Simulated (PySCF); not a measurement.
# C9H14O (SMILES C=CC/C(=C\CC)C(C)=O): what the fields show

The calculation's input:

```
{"job": {"kind": "nmr", "xc": "PBE0", "basis": "pcSseg-1"}, "charge": 0, "multiplicity": 1}
C      1.967862    -2.343007     0.612120
C      1.943474    -1.023993     0.584809
C      1.629514    -0.201154    -0.626692
C      0.473228     0.726969    -0.347575
C     -0.788264     0.289482    -0.261060
C     -1.216961    -1.129605    -0.433662
C     -2.711115    -1.255231    -0.708639
C      0.841512     2.152177    -0.163585
C     -0.228501     3.103598     0.321507
O      1.965519     2.546826    -0.391002
H      2.204568    -2.891581     1.508098
H      1.763064    -2.933396    -0.266541
H      2.156132    -0.452803     1.479386
H      1.408429    -0.851732    -1.475274
H      2.498268     0.416374    -0.872580
H     -1.589471     0.983878    -0.051563
H     -0.652495    -1.593272    -1.246153
H     -0.962148    -1.682538     0.476834
H     -3.290661    -0.848228     0.117247
H     -2.978378    -0.717366    -1.615983
H     -2.986179    -2.299432    -0.836738
H      0.223245     4.076550     0.498543
H     -1.005469     3.207529    -0.432648
H     -0.676908     2.739718     1.242213
```

Run with:

```sh
OMP_NUM_THREADS=1 python probes_run.py task.json out
```

Geometry: GFN2-xTB.

Method: PBE0/pcSseg-1, SCF density, gas phase, non-relativistic (PySCF).

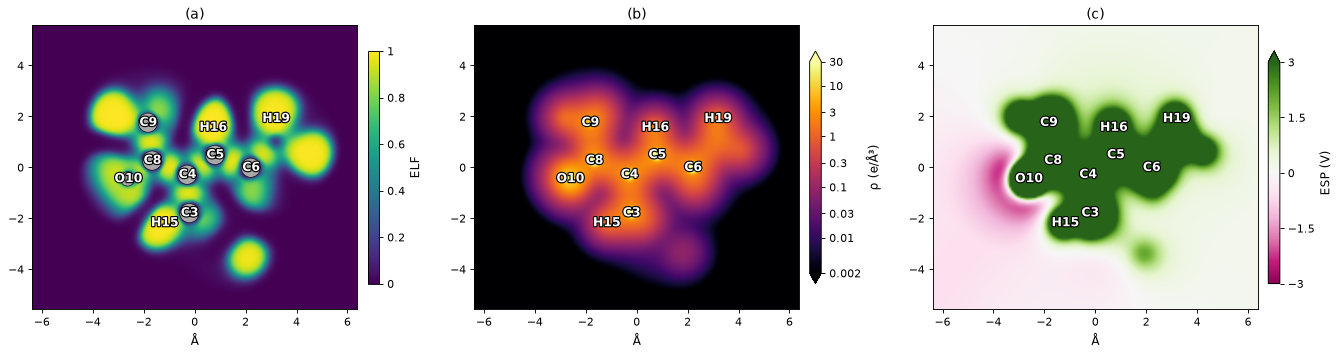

Figure 1. (a) ELF; (b) electron density; (c) electrostatic potential on the plane of atoms C5, C4 and C8. Grey discs cover the atomic cores in the ELF map.

Question: Read the bonding off the picture.

Answer: The section cuts through C, O and H sites.
C–O (1.21 Å): ρ is about 3.3 e/Å³ halfway; the ELF peaks at about 0.85 between the atoms: a multiple bond.
C–C (1.34 Å): the density is about 2.3 e/Å³ at the midpoint; the ELF peaks at about 0.95 between the atoms: a short, multiple covalent bond.
C–H (1.09 Å): ρ at the midpoint is about 2 e/Å³; the ELF climbs to about 1 towards the hydrogen, as it does in any bond to H: a covalent bond by its length.
C–C (1.48 Å): ρ at the midpoint is about 1.8 e/Å³; the ELF peaks at about 0.95 between the atoms: a shared electron pair.
C–C (1.51 Å): ρ is about 1.7 e/Å³ halfway; the ELF peaks at about 0.95 between the atoms, as expected for localised, covalent bonding.
The ELF also peaks beside O10, away from the bonds: lone-pair regions.
Outside the dense part of the molecule the potential is most negative (−2.2 V) near O10.

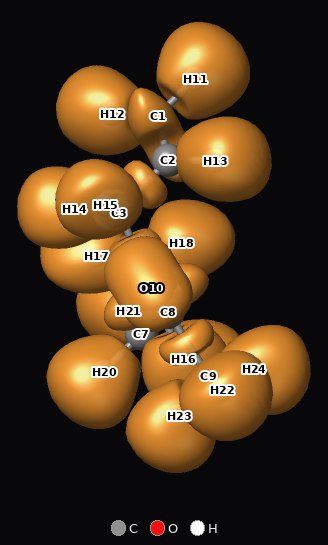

Figure 2. Isosurface of the ELF at 0.75 (orange), seen at an oblique angle. Only the valence region is drawn (cores and ρ < 0.01 e/Å³ removed).

Question: What do the ELF domains correspond to?

Answer: The surface consists of eight regions between bonded C–C atoms (shared pairs), 14 regions around hydrogen nuclei and one region on O in which the atom's valence shell and bonds are merged. Along the contacts the grid gives the following. C–C (1.32 Å): the ELF peaks at about 0.95 between the atoms; a multiple bond.

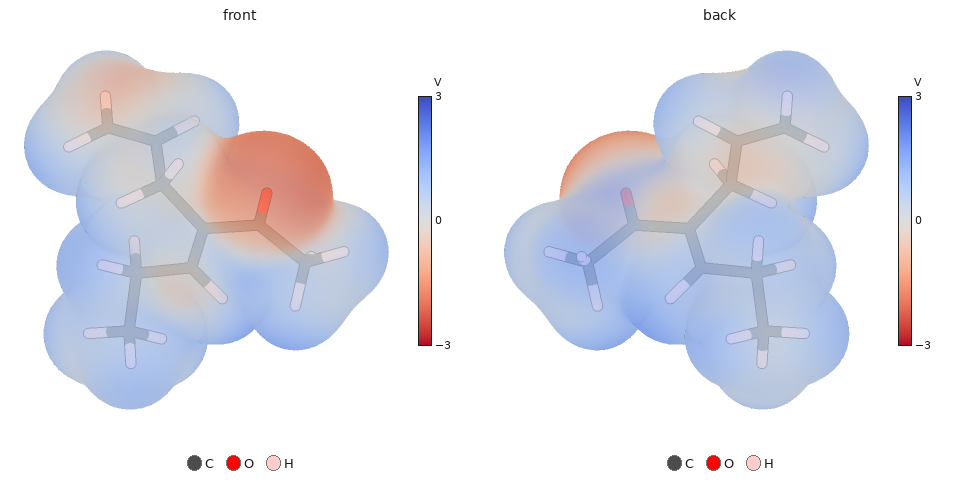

Figure 3. The electrostatic potential painted on the density surface at 0.004 e/bohr³, seen from the front and from behind; the colour scale runs from red (negative) to blue (positive).

Question: Describe the electrostatic potential map.

Answer: The most negative region (about −2.0 V) lies over O10, the most positive (about +1.4 V) over H16. O10 is the likeliest acceptor of a hydrogen bond.

Question: How polar is the molecule by this calculation?

Answer: Its dipole moment is 3.52 D.

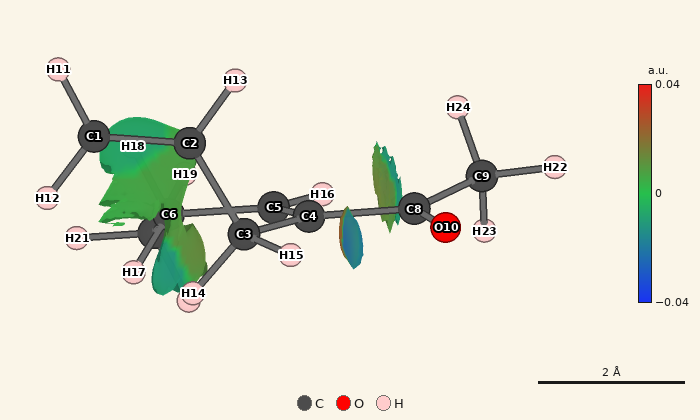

Figure 4. Non-covalent interaction (NCI) plot: the surface where the reduced density gradient is 0.5, for densities under 0.05 a.u., coloured by sign(λ₂)ρ; seen from one side.

Question: Identify the weak interactions.

Answer:
- Between H16 and C5 on one side and C9 and C8 on the other: a weak contact, attractive (blue-green) on one side and crowded (olive to red) on the other
- Between H17 and C6 on one side and H14 and C3 on the other: a weak contact, attractive (blue-green) on one side and crowded (olive to red) on the other
- H15···O10 (2.2 Å): a weak contact, attractive (blue-green) on one side and crowded (olive to red) on the other
